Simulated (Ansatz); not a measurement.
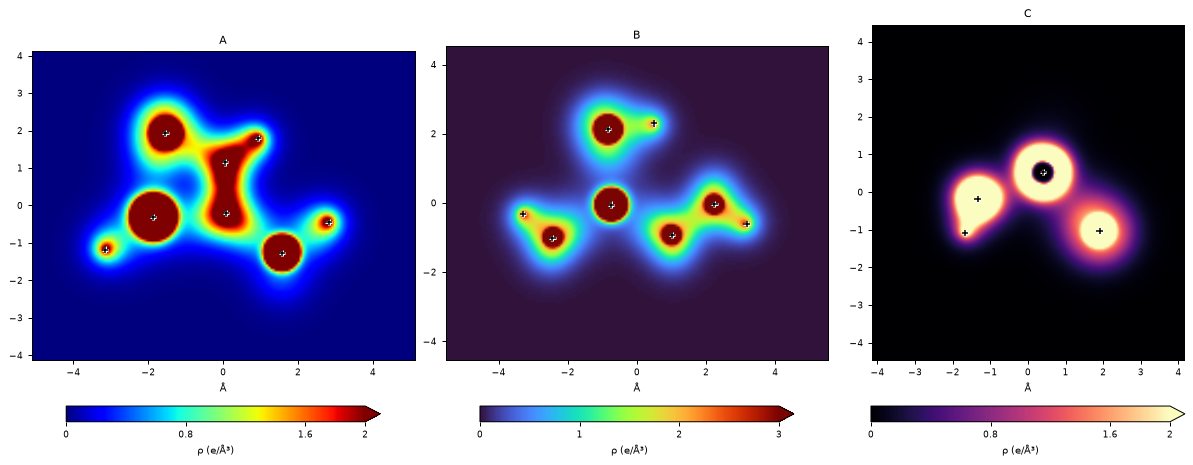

The electron density of 3 systems, each on a plane through atoms (crosses mark nuclei in the plane).

The calculation used RKS PBE0-D4/def2-TZVPP in Ansatz.

System 1: ClH₃NOSTa (SMILES [NH2][Ta]([OH])(=[S])[Cl]), the plane of atoms O3, Ta2 and S4. Geometry: PBE0-D4/def2-TZVP; core potentials replace the inner electrons of Ta.

```xyz
8

N    -0.8178    1.2331   -0.0625
Ta    0.4442   -0.2258    0.2566
O     0.3321   -1.4512   -1.1726
S    -0.1411   -1.1222    2.1296
Cl    2.5976    0.5994    0.3617
H    -0.8950    1.7178   -0.9469
H    -1.5099    1.5671    0.5909
H     0.0823   -2.3753   -1.2125
```

System 2: C₃H₉AlS (SMILES C[CH2][Al]([CH3])[SH]), the plane of atoms Al3, C4 and H11. Geometry: PBE0-D4/def2-TZVP.

```yaml
atoms:
  - { symbol: C, position_ang: [-0.6795, 2.0652, -0.0098] }
  - { symbol: C, position_ang: [0.0180, 0.9012, 0.6895] }
  - { symbol: Al, position_ang: [0.1333, -0.7972, -0.2817] }
  - { symbol: C, position_ang: [0.9708, -2.4030, 0.4371] }
  - { symbol: S, position_ang: [-0.7218, -0.9421, -2.2986] }
  - { symbol: H, position_ang: [-0.6953, 2.9684, 0.6075] }
  - { symbol: H, position_ang: [-0.1835, 2.3276, -0.9486] }
  - { symbol: H, position_ang: [-1.7184, 1.8256, -0.2534] }
  - { symbol: H, position_ang: [-0.4707, 0.6884, 1.6500] }
  - { symbol: H, position_ang: [1.0435, 1.1836, 0.9637] }
  - { symbol: H, position_ang: [0.9528, -3.2354, -0.2702] }
  - { symbol: H, position_ang: [0.4659, -2.7309, 1.3519] }
  - { symbol: H, position_ang: [2.0151, -2.2147, 0.7070] }
  - { symbol: H, position_ang: [-1.1430, 0.3341, -2.3156] }
```

System 3: C₂H₅GaSSi, the plane of atoms C2, Ga5 and C3. Geometry: PBE0-D4/def2-TZVP.

| atom | x (Å) | y (Å) | z (Å) |
| --- | --- | --- | --- |
| Si | -1.4016 | -0.7536 | -0.5707 |
| C | 0.1239 | 0.0709 | 0.0433 |
| C | 0.7006 | -0.0954 | 1.2509 |
| S | 2.1851 | 0.8317 | 1.5941 |
| Ga | 1.4977 | 1.3527 | -0.5078 |
| H | -2.4448 | 0.2518 | -0.9149 |
| H | -1.1194 | -1.5344 | -1.8070 |
| H | -1.9456 | -1.6748 | 0.4662 |
| H | 0.3354 | -0.7527 | 2.0419 |
| H | 2.0688 | 2.3038 | -1.5959 |

**Match each panel to its system.**

Panel A is system 3, C₂H₅GaSSi: the plane holds Si, C, S, Ga and H. C–C (1.35 Å): ρ is about 2.3 e/Å³ halfway. Panel B is system 2, C₃H₉AlS: the plane holds C, Al, S and H. C–C (1.53 Å): ρ is about 1.6 e/Å³ halfway. Panel C is system 1, ClH₃NOSTa: the plane holds Ta, O, S and H. Ta–O (1.89 Å): ρ at the midpoint is about 1.1 e/Å³.
